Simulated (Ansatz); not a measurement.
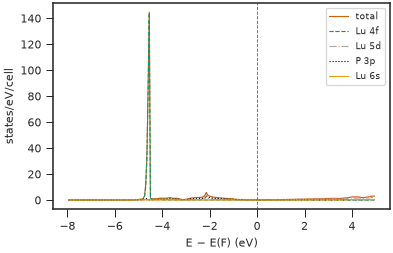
Total and projected density of states of LuP (rock salt, Fm-3m), DFT-r²SCAN in the program Ansatz with PAW potentials

Which orbitals carry the states next to the Fermi level?

Within 0.5 eV of the Fermi level: P 3p 48 %, Lu 5d 48 %. Projections are on Löwdin-orthogonalised atomic valence shells; empty p or d shells of many metals are not among them.

Where is the tallest occupied peak in this window, and what makes it?

Near -4.5 eV, about 140 states/eV per cell; the largest projected share is Lu 4f.

The workflow started from a Materials Project entry (that database holds measured and hypothetical structures alike); the Crystallography Open Database copy checked does not list it. Whether it is the stable phase at ambient conditions was not checked. The r²SCAN relaxation kept the symmetry of its start; whether a distortion lowers the energy is not shown. Spin–orbit coupling is left out wherever it is not named.

Potentials: the later of the program's two PAW sets.
